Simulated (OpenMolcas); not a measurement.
# Run report: PSi⁺, relativistic diatomic calculation (part 2 of 2)

The same run, continued: PSi⁺. Method: SA-CASSCF(8,8)/XMS-CASPT2 + RASSI spin-orbit (X2C scalar, AMFI), ANO-RCC-VTZP (OpenMolcas).

**Log (extracts), continued**
```
++ Dipole transition strengths (spin-free states):
     for osc. strength at least  1.00000000E-05
      From   To        Osc. strength     Einstein coefficients Ax, Ay, Az (sec-1)    Total A (sec-1)
         1    5       7.68490333E-04  1.78551235E-03  4.88968514E+03  0.00000000E+00  4.88968693E+03
         1    6       7.68490601E-04  4.88968685E+03  1.78600858E-03  0.00000000E+00  4.88968864E+03
         1    7       1.07049173E-05  1.06317768E-01  3.83619448E+03  0.00000000E+00  3.83630080E+03
         1    8       1.07049576E-05  3.83620896E+03  1.06279861E-01  0.00000000E+00  3.83631524E+03
         1    9       3.04312375E-03  1.44587838E+02  1.26915682E+06  0.00000000E+00  1.26930141E+06
         1   10       3.04312567E-03  1.26915762E+06  1.44583338E+02  0.00000000E+00  1.26930221E+06
         5    7       1.78766534E-05  0.00000000E+00  0.00000000E+00  4.81289632E+03  4.81289632E+03
         5    9       3.81876140E-03  0.00000000E+00  0.00000000E+00  1.22366504E+06  1.22366504E+06
         5    2       2.94032442E-04  9.86699973E+04  3.82566136E-02  0.00000000E+00  9.86700356E+04
         5    3       5.32962474E-05  1.30876486E+04  9.20248320E+03  0.00000000E+00  2.22901318E+04
         5    4       5.33189249E-05  9.21354043E+03  1.31040197E+04  0.00000000E+00  2.23175601E+04
         6    8       1.78766582E-05  0.00000000E+00  0.00000000E+00  4.81289763E+03  4.81289763E+03
         6   10       3.81876138E-03  0.00000000E+00  0.00000000E+00  1.22366504E+06  1.22366504E+06
         6    2       2.94032217E-04  3.82266936E-02  9.86699217E+04  0.00000000E+00  9.86699599E+04
         6    3       5.32966281E-05  9.20243607E+03  1.30878549E+04  0.00000000E+00  2.22902910E+04
         6    4       5.33198767E-05  1.31039960E+04  9.21396245E+03  0.00000000E+00  2.23179585E+04
        11   16       5.35369035E-04  6.52881797E+02  2.01818342E+03  0.00000000E+00  2.67106521E+03
        11   17       5.35368497E-04  2.01818402E+03  6.52878507E+02  0.00000000E+00  2.67106253E+03
        12   16       5.28429964E-04  1.94073718E+03  6.27834580E+02  0.00000000E+00  2.56857176E+03
        12   17       5.28430638E-04  6.27834181E+02  1.94074085E+03  0.00000000E+00  2.56857503E+03
        13   14       1.08246865E-03  0.00000000E+00  0.00000000E+00  2.65903857E+04  2.65903857E+04
        16   14       1.45603323E-03  3.04847042E+04  3.35420421E-03  0.00000000E+00  3.04847075E+04
        16   15       1.20459437E-04  7.76351138E-03  2.51249309E+04  0.00000000E+00  2.51249386E+04
        17   14       1.45603300E-03  3.37005184E-03  3.04846996E+04  0.00000000E+00  3.04847029E+04
        17   15       1.20459435E-04  2.51249303E+04  7.82326112E-03  0.00000000E+00  2.51249382E+04
         7    9       2.47024079E-04  0.00000000E+00  0.00000000E+00  5.50282267E+02  5.50282267E+02
         7    2       9.65400386E-05  3.52380849E+02  8.09978301E-03  0.00000000E+00  3.52388949E+02
         7    3       1.40560368E-04  1.36082618E+03  9.36208982E+02  0.00000000E+00  2.29703516E+03
         7    4       1.40845542E-04  9.41890742E+02  1.36918201E+03  0.00000000E+00  2.31107275E+03
         8   10       2.47024086E-04  0.00000000E+00  0.00000000E+00  5.50282282E+02  5.50282282E+02
         8    2       9.65394368E-05  8.10541531E-03  3.52378647E+02  0.00000000E+00  3.52386752E+02
         8    3       1.40562061E-04  9.36208437E+02  1.36085440E+03  0.00000000E+00  2.29706283E+03
         8    4       1.40849069E-04  1.36918134E+03  9.41949279E+02  0.00000000E+00  2.31113062E+03
         9    3       1.72833151E-04  6.72282808E+02  4.51557459E+02  0.00000000E+00  1.12384027E+03
         9    4       1.73387173E-04  4.55919008E+02  6.78809873E+02  0.00000000E+00  1.13472888E+03
        10    3       1.72834841E-04  4.51559039E+02  6.72292216E+02  0.00000000E+00  1.12385125E+03
        10    4       1.73390222E-04  6.78810428E+02  4.55938402E+02  0.00000000E+00  1.13474883E+03
 Electric-quadrupole - electric-quadrupole not included
 Electric-dipole - electric-octupole not included
 Electric-dipole - magnetic-quadrupole not included
   Eigenvalues of complex Hamiltonian:
  (Shifted by EMIN (a.u.) =       -630.9688034081)
 SO State       Relative EMIN(au)   Rel lowest level(eV)    D:o, cm**(-1)      Omega
     1            -0.0000298433        0.0000000000              0.0000         0.0
     2            -0.0000093199        0.0005584705              4.5044         1.0
     3            -0.0000093199        0.0005584705              4.5044         1.0
     4             0.0136538372        0.3723519171           3003.2207         2.0
     5             0.0136539437        0.3723548136           3003.2441         2.0
     6             0.0140664491        0.3835796584           3093.7786         1.0
     7             0.0140664491        0.3835796584           3093.7786         1.0
     8             0.0144802067        0.3948385764           3184.5879         0.0
     9             0.0144802980        0.3948410586           3184.6079         0.0
    10             0.0264086824        0.7194289354           5802.5857         2.0
    11             0.0265700182        0.7238191050           5837.9948         2.0
    12             0.0367552305        1.0009728527           8073.3905         0.0
    13             0.0388701637        1.0585231150           8537.5647         1.0
    14             0.0388701637        1.0585231150           8537.5647         1.0
    15             0.0643990071        1.7531983349          14140.4982         0.0
    16             0.0698476456        1.9014633420          15336.3361         1.0
    17             0.0698476456        1.9014633420          15336.3361         1.0
    18             0.0700429567        1.9067780264          15379.2020         0.0
    19             0.0700481603        1.9069196228          15380.3440         0.0
    20             0.0702473054        1.9123386390          15424.0513         1.0
    21             0.0702473054        1.9123386391          15424.0513         1.0
    22             0.0704530034        1.9179359651          15469.1968         2.0
    23             0.0704530044        1.9179359928          15469.1970         2.0
    24             0.0706628264        1.9236455394          15515.2476         3.0
    25             0.0706628264        1.9236455394          15515.2476         3.0
    26             0.1055606176        2.8732628168          23174.4275         0.0
    27             0.1055847898        2.8739205742          23179.7327         0.0
    28             0.1056149077        2.8747401242          23186.3428         1.0
    29             0.1056149077        2.8747401244          23186.3428         1.0
    30             0.1056322524        2.8752120971          23190.1495         2.0
    31             0.1056322555        2.8752121828          23190.1502         2.0
    32             0.1137400110        3.0958354480          24969.5968         0.0
    33             0.1137497620        3.0961007873          24971.7369         0.0
    34             0.1139330619        3.1010886314          25011.9666         1.0
    35             0.1139330619        3.1010886310          25011.9666         1.0
    36             0.1141449779        3.1068551606          25058.4768         2.0
    37             0.1141449834        3.1068553092          25058.4780         2.0
    38             0.1162709089        3.1647046902          25525.0647         0.0
    39             0.1162778294        3.1648930062          25526.5836         1.0
    40             0.1162778295        3.1648930078          25526.5836         1.0
    41             0.1194650643        3.2516220849          26226.1008         0.0
    42             0.1273242241        3.4654807174          27950.9870         1.0
    43             0.1273242240        3.4654807161          27950.9870         1.0
    44             0.1281679345        3.4884392478          28136.1600         2.0
    45             0.1282138192        3.4896878356          28146.2306         2.0
    46             0.1290546394        3.5125677163          28330.7692         3.0
    47             0.1290546394        3.5125677163          28330.7692         3.0
 Weights of the five most important spin-orbit-free states for each spin-orbit state.
 SO State  Total energy (au)           Spin-free states, spin, and weights
    1        -0.000030       1 1.0  0.9992   13 0.0  0.0004    5 1.0  0.0001    6 1.0  0.0001   14 0.0  0.0001
    2        -0.000009       1 1.0  0.9998    5 1.0  0.0001   19 2.0  0.0000   18 2.0  0.0000   17 0.0  0.0000
    3        -0.000009       1 1.0  0.9998    6 1.0  0.0001   18 2.0  0.0000   19 2.0  0.0000   16 0.0  0.0000
    4         0.013654       5 1.0  0.4997    6 1.0  0.4997   11 0.0  0.0007    4 1.0  0.0000    8 1.0  0.0000
    5         0.013654       6 1.0  0.4997    5 1.0  0.4997   12 0.0  0.0007    3 1.0  0.0000    7 1.0  0.0000
    6         0.014066       6 1.0  0.9996   16 0.0  0.0003    1 1.0  0.0001    2 1.0  0.0000   18 2.0  0.0000
    7         0.014066       5 1.0  0.9996   17 0.0  0.0003    1 1.0  0.0001    2 1.0  0.0000   19 2.0  0.0000
    8         0.014480       5 1.0  0.4998    6 1.0  0.4998    1 1.0  0.0002   14 0.0  0.0001   13 0.0  0.0000
    9         0.014480       6 1.0  0.5000    5 1.0  0.5000    2 1.0  0.0000   15 0.0  0.0000    7 1.0  0.0000
   10         0.026409      11 0.0  0.9993    5 1.0  0.0003    6 1.0  0.0003    7 1.0  0.0000    8 1.0  0.0000
   11         0.026570      12 0.0  0.9993    6 1.0  0.0003    5 1.0  0.0003    8 1.0  0.0000    7 1.0  0.0000
   12         0.036755      13 0.0  0.9995    1 1.0  0.0004    5 1.0  0.0000    6 1.0  0.0000    7 1.0  0.0000
   13         0.038870      17 0.0  0.9997    5 1.0  0.0003    1 1.0  0.0000    2 1.0  0.0000    7 1.0  0.0000
   14         0.038870      16 0.0  0.9997    6 1.0  0.0003    1 1.0  0.0000    2 1.0  0.0000    8 1.0  0.0000
   15         0.064399      14 0.0  0.9998    1 1.0  0.0001    5 1.0  0.0000    6 1.0  0.0000    9 1.0  0.0000
   16         0.069848      19 2.0  0.5000   18 2.0  0.5000    1 1.0  0.0001    2 1.0  0.0000    7 1.0  0.0000
   17         0.069848      19 2.0  0.5000   18 2.0  0.5000    1 1.0  0.0001    2 1.0  0.0000    7 1.0  0.0000
   18         0.070043      19 2.0  0.4999   18 2.0  0.4999    7 1.0  0.0001    8 1.0  0.0001    9 1.0  0.0000
   19         0.070048      18 2.0  0.4999   19 2.0  0.4999    1 1.0  0.0001    7 1.0  0.0001    8 1.0  0.0001
   20         0.070247      19 2.0  0.9428   18 2.0  0.0569    7 1.0  0.0002    1 1.0  0.0000    8 1.0  0.0000
   21         0.070247      18 2.0  0.9428   19 2.0  0.0569    8 1.0  0.0002    1 1.0  0.0000    7 1.0  0.0000
   22         0.070453      18 2.0  0.4999   19 2.0  0.4999    8 1.0  0.0001    7 1.0  0.0001    3 1.0  0.0000
   23         0.070453      18 2.0  0.4999   19 2.0  0.4999    8 1.0  0.0001    7 1.0  0.0001    4 1.0  0.0000
   24         0.070663      18 2.0  0.5000   19 2.0  0.5000    3 1.0  0.0000    4 1.0  0.0000    2 1.0  0.0000
   25         0.070663      18 2.0  0.5000   19 2.0  0.5000    3 1.0  0.0000    4 1.0  0.0000    2 1.0  0.0000
   26         0.105561       8 1.0  0.4985    7 1.0  0.4985   15 0.0  0.0012    9 1.0  0.0006   10 1.0  0.0006
   27         0.105585       8 1.0  0.4993    7 1.0  0.4993    9 1.0  0.0006   10 1.0  0.0006   19 2.0  0.0001
   28         0.105615       8 1.0  0.9440    7 1.0  0.0555    2 1.0  0.0002   18 2.0  0.0002    3 1.0  0.0000
   29         0.105615       7 1.0  0.9440    8 1.0  0.0555    2 1.0  0.0002   19 2.0  0.0002    3 1.0  0.0000
   30         0.105632       7 1.0  0.4994    8 1.0  0.4994   10 1.0  0.0005    9 1.0  0.0005   19 2.0  0.0001
   31         0.105632       7 1.0  0.4994    8 1.0  0.4994   10 1.0  0.0005    9 1.0  0.0005   19 2.0  0.0001
   32         0.113740       9 1.0  0.4979   10 1.0  0.4979    2 1.0  0.0032    8 1.0  0.0005    7 1.0  0.0005
   33         0.113750      10 1.0  0.4994    9 1.0  0.4994    7 1.0  0.0006    8 1.0  0.0006    1 1.0  0.0000
   34         0.113933      10 1.0  0.9405    9 1.0  0.0577    2 1.0  0.0016    3 1.0  0.0001    4 1.0  0.0001
   35         0.113933       9 1.0  0.9405   10 1.0  0.0577    2 1.0  0.0016    3 1.0  0.0001
```

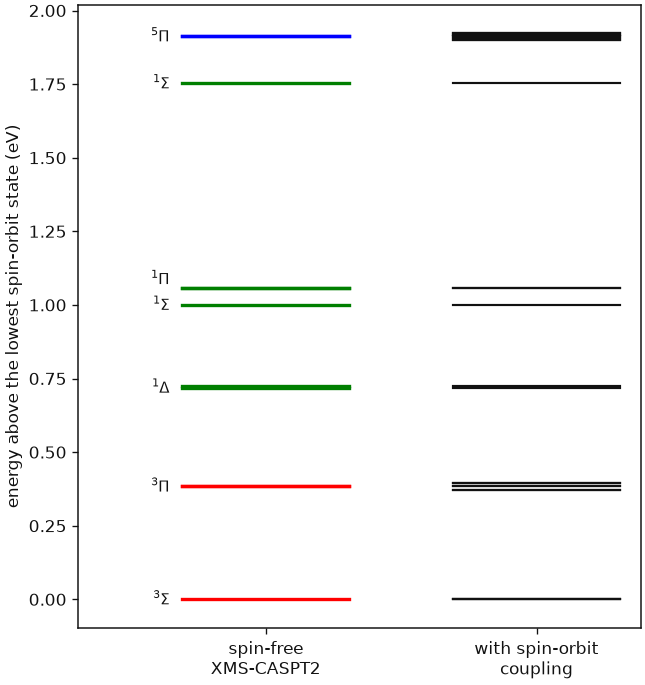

Figure 1. States up to 2.5 eV at 2.247 Å, without spin-orbit coupling (left, a colour for each spin multiplicity) and with it (right, where close levels merge). The spin-free states run ³Σ (0.00 eV), ³Π (0.38 eV), ¹Δ (0.72 eV), ¹Σ (1.00 eV), ¹Π (1.06 eV), ¹Σ (1.75 eV) from the lowest. The lowest spin-orbit levels have |Ω| = 0 (0 cm⁻¹), 1 (5 cm⁻¹), 2 (3,003 cm⁻¹), 1 (3,094 cm⁻¹), 0 (3,185 cm⁻¹).

**Summary**

- outcome: converged; components of a degenerate state are split by 35 cm⁻¹
- lowest spin-free state: ³Σ
- lowest spin-orbit level: Ω = 0, −630.96883 hartree
- next level: Ω = 1, 5 cm⁻¹
- wall time: 34 s

**Remarks**

Limits: the two components of ¹Δ at 0.72 eV, degenerate in CASSCF as they must be, are split by 35 cm⁻¹ in XMS-CASPT2, an artefact that passes into its spin-orbit levels.
